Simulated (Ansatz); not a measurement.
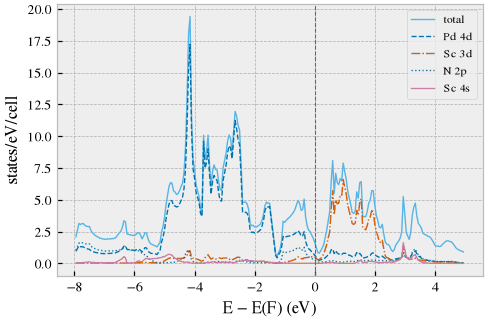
Total and projected density of states of ScPd3N (anti-perovskite, Pm-3m), PBEsol (plane waves, PAW; program Ansatz)

Task: Which orbitals carry the states next to the Fermi level?

Result: Within 0.5 eV of the Fermi level: Pd 4d 39 %, Sc 3d 27 %, N 2p 17 %, outside the projected shells 15 %. Projections are on Löwdin-orthogonalised atomic valence shells; empty p or d shells of many metals are not among them.

Task: Where is the tallest occupied peak in this window, and what makes it?

Result: Near -4.1 eV, about 19 states/eV per cell; the largest projected share is Pd 4d.

The start of the workflow was typed in or built on a structure type; neither database checked (COD, Materials Project) lists it. Whether it is the stable phase at ambient conditions was not checked. The cell was relaxed with PBEsol under the symmetry of its start; phonons show weakly imaginary modes. No spin polarisation was allowed. Spin–orbit coupling is left out wherever it is not named.

Potentials: the later of the program's two PAW sets.
